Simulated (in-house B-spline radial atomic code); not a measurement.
# Ba⁵⁺: excited configurations

Wanted: excitation energies of Ba⁵⁺ as differences of total energies (ΔSCF).

The numbers are computed with in-house B-spline radial atomic code version 1 (scalar-relativistic (spin-free one-electron X2C) B97-1, spin-polarised, spherical density, exact exchange averaged over the configuration, Fermi nucleus, basis-set limit), except any that are marked as measured or tabulated.

## 1. What is computed

- element: barium (Z = 56)
- charge: +5
- electrons: 51
- configuration: [Kr] 4d10 5s2 5p3
- Hamiltonian: scalar-relativistic (X2C)
- nucleus: Fermi, rms radius 4.838 fm

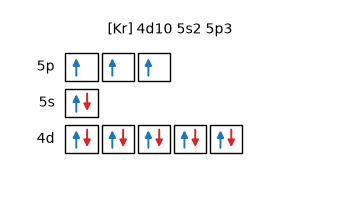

Outer shells as boxes.

Where spins are not typed, each open shell is filled with up spins first.

Settings of the run:

```ini
Z = 56
electrons = 51.0
configuration = [Kr] 4d10 5s2 5p3
hamiltonian = x2c
method = b97_1
spin_polarised = True
nucleus = fermi
rms_radius = 4.8378
mass_number = 138
atomic_mass = 137.905247059
speed_of_light = 137.035999084
exact_exchange = averaged over the configuration
```

The reference is known from an earlier run: -8128.799962 hartree in all. Up to eight levels, counted from the top:

```
orbital  occupation  energy (eV)  <r> (bohr)
4s down           1      -305.08      0.6731
  4p up           3      -241.48      0.7138
4p down           3      -240.95      0.7137
  4d up           5      -147.22      0.7968
4d down           5      -146.66      0.7928
  5s up           1      -86.838       1.549
5s down           1      -82.473       1.557
  5p up           3      -69.043       1.721
```

## 2. Configuration [Ar] 3d10 4s2 4p5 4d10 5s2 5p3 6p1

Settings of the run:

```ini
Z = 56
electrons = 51.0
configuration = [Ar] 3d10 4s2 4p5 4d10 5s2 5p3 6p1
hamiltonian = x2c
method = b97_1
spin_polarised = True
nucleus = fermi
rms_radius = 4.8378
mass_number = 138
atomic_mass = 137.905247059
speed_of_light = 137.035999084
exact_exchange = averaged over the configuration
```

Command:

```sh
$ python run_scf.py task.json out
```

One command runs all members of the session, one after another, from task.json.

## 3. Run with [Ar] 3d10 4s2 4p5 4d10 5s2 5p3 6d1

Settings: those of step 2 with these lines changed.

```diff
@@ -2,3 +2,3 @@
 electrons = 51.0
-configuration = [Ar] 3d10 4s2 4p5 4d10 5s2 5p3 6p1
+configuration = [Ar] 3d10 4s2 4p5 4d10 5s2 5p3 6d1
 hamiltonian = x2c
```

## 4. Run with [Kr] 4d10 5s1 5p3 5d1

Settings: those of step 3 with these lines changed.

```diff
@@ -2,3 +2,3 @@
 electrons = 51.0
-configuration = [Ar] 3d10 4s2 4p5 4d10 5s2 5p3 6d1
+configuration = [Kr] 4d10 5s1 5p3 5d1
 hamiltonian = x2c
```

## 5. Configuration [Kr] 4d9 4f1 5s2 5p3

Settings: those of step 4 with these lines changed.

```diff
@@ -2,3 +2,3 @@
 electrons = 51.0
-configuration = [Kr] 4d10 5s1 5p3 5d1
+configuration = [Kr] 4d9 4f1 5s2 5p3
 hamiltonian = x2c
```

## 6. Run with [Kr] 4d10 5s1 5p3 6p1

Settings: those of step 5 with these lines changed.

```diff
@@ -2,3 +2,3 @@
 electrons = 51.0
-configuration = [Kr] 4d9 4f1 5s2 5p3
+configuration = [Kr] 4d10 5s1 5p3 6p1
 hamiltonian = x2c
```

## 7. Configuration [Ar] 3d9 4s2 4p6 4d10 5s2 5p3 5f1

Settings: those of step 6 with these lines changed.

```diff
@@ -2,3 +2,3 @@
 electrons = 51.0
-configuration = [Kr] 4d10 5s1 5p3 6p1
+configuration = [Ar] 3d9 4s2 4p6 4d10 5s2 5p3 5f1
 hamiltonian = x2c
```

How far above the reference does each configuration lie (order and size, in eV)?

**Answer**, as computed:

| net move | configuration | 2|M_S|+1 | energy above the reference (eV) | largest <r> (bohr) |
| --- | --- | --- | --- | --- |
| 5s → 5d | [Kr] 4d10 5s1 5p3 5d1 | 6 | 36.613 | 2.10 |
| 5s → 6p | [Kr] 4d10 5s1 5p3 6p1 | 6 | 51.767 | 3.35 |
| 4d → 4f | [Kr] 4d9 4f1 5s2 5p3 | 6 | 93.558 | 1.70 |
| 4p → 6p | [Ar] 3d10 4s2 4p5 4d10 5s2 5p3 6p1 | 6 | 213.37 | 3.31 |
| 4p → 6d | [Ar] 3d10 4s2 4p5 4d10 5s2 5p3 6d1 | 6 | 221.74 | 4.02 |
| 3d → 5f | [Ar] 3d9 4s2 4p6 4d10 5s2 5p3 5f1 | 6 | 819.40 | 3.03 |

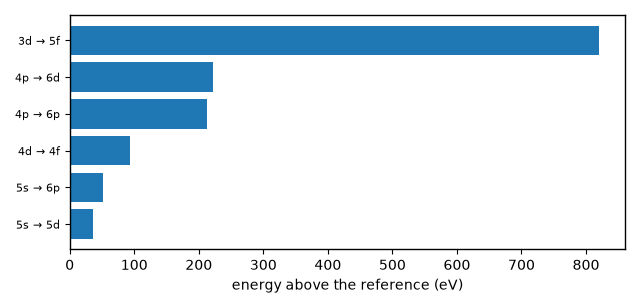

The configurations in order of energy, labelled by the net move of electrons.

**Reading.** The energies run from 36.613 eV (5s → 5d) to 819.40 eV (3d → 5f). 3 of them lie more than 60 % above minus the reference's highest level (69.043 eV), in the range where a state can decay by emitting an electron. The reference has 2|M_S|+1 = 4; 6 of the configurations differ from it in spin. These are spherical averages at the typed spins, not spectroscopic levels.
